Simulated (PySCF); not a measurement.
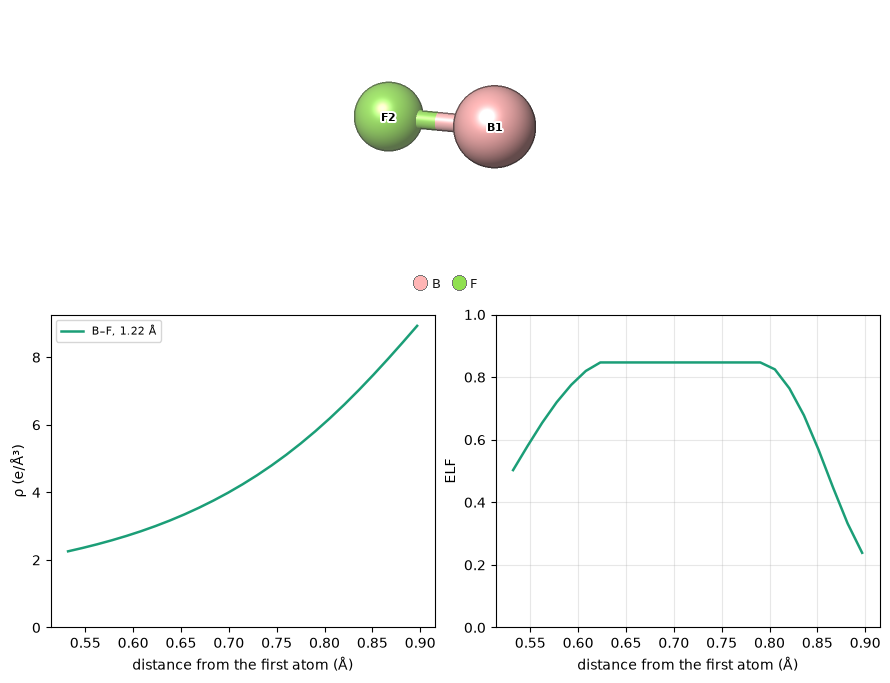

The picture shows: BF (charge +1, doublet). Total electron density and ELF along straight lines between neighbouring atoms. The curves leave out the atomic cores. The structure is drawn too.

Method: PySCF 2.14.0, PBE0/6-311G(d,p), non-relativistic, at a bond length of 1.216 Å.

### What kind of bonding do the profiles show?

B–F (1.22 Å): the density is about 2.8 e/Å³ at the midpoint; the ELF peaks at about 0.85 between the atoms (a short, strongly polar bond).
